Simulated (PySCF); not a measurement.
```yaml
atoms:
  - { symbol: C, position_ang: [3.3870, -0.0441, -0.3967] }
  - { symbol: N, position_ang: [2.1397, -0.7524, -0.3354] }
  - { symbol: Si, position_ang: [0.7622, -0.2518, 0.5363] }
  - { symbol: N, position_ang: [0.0282, 1.2121, -0.0340] }
  - { symbol: Si, position_ang: [-1.6385, 1.5181, -0.3939] }
  - { symbol: C, position_ang: [-2.6779, 0.1779, 0.4497] }
  - { symbol: Si, position_ang: [-1.9238, -1.5441, 0.2166] }
  - { symbol: O, position_ang: [-0.3114, -1.4536, 0.3552] }
  - { symbol: H, position_ang: [3.5576, 0.4038, -1.3824] }
  - { symbol: H, position_ang: [4.2281, -0.7063, -0.1716] }
  - { symbol: H, position_ang: [3.3713, 0.7523, 0.3430] }
  - { symbol: H, position_ang: [2.1004, -1.5604, -0.9329] }
  - { symbol: H, position_ang: [1.0569, -0.1179, 1.9642] }
  - { symbol: H, position_ang: [0.6617, 1.9669, -0.2356] }
  - { symbol: H, position_ang: [-1.9481, 2.8587, 0.1313] }
  - { symbol: H, position_ang: [-1.8577, 1.4978, -1.8514] }
  - { symbol: H, position_ang: [-2.7371, 0.3962, 1.5156] }
  - { symbol: H, position_ang: [-3.6984, 0.2064, 0.0740] }
  - { symbol: H, position_ang: [-2.1774, -2.0729, -1.1257] }
  - { symbol: H, position_ang: [-2.3280, -2.4758, 1.2710] }
```

Geometry: GFN2-xTB.

Computed with PBE0/pcSseg-1, SCF density, gas phase, non-relativistic (PySCF 2.14.0).

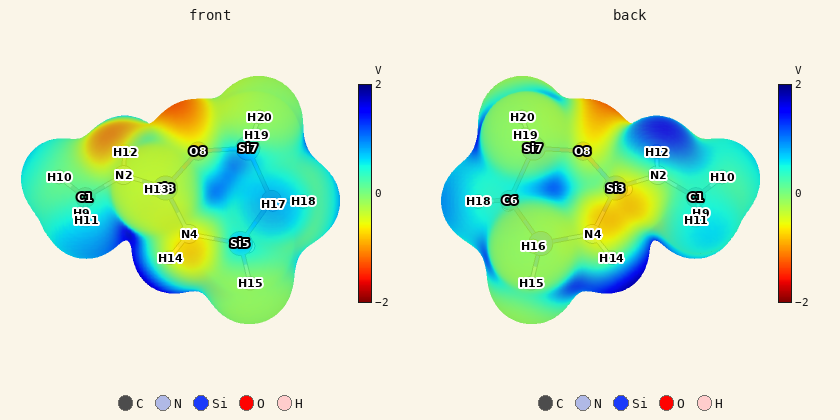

C$_{2}$H$_{12}$N$_{2}$OSi$_{3}$. The electrostatic potential painted on the density surface at 0.002 e/bohr³, seen from the front and from behind; the colour scale runs from red (negative) to blue (positive).

**Where is the surface potential most negative and most positive?**

The most negative region (about −1.2 V, or −28 kcal/mol for a unit charge) lies over O8, the most positive (about +1.7 V, or +39 kcal/mol for a unit charge) over Si3 and H14. O8 is the likeliest acceptor of a hydrogen bond.

**What dipole moment does the calculation give?**

Its dipole moment is 1.27 D.
